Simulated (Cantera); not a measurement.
Input: 1 mol borazine, 0.56 mol O2, 59 mol H2, 7.9 mol H2O, at 0.00240 bar.

Cantera equilibrium calculation (NASA polynomials, part measured and part estimated; ideal gas, pure solids and liquids). Candidate condensed phases: B, BN, B2O3, B3O3H3, H2O; 39 gas species. The feed counts by its element totals alone. Gases not in the tables: H3BO3. Equilibrium is a limit: real reactors are often held back by kinetics, nucleation or transport.

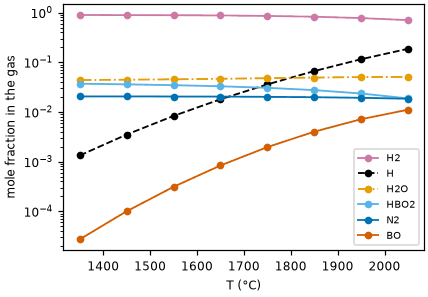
Equilibrium gas composition (values under 1e-9 drawn at 1e-9)

From 1350 °C to 2050 °C nothing is condensed.
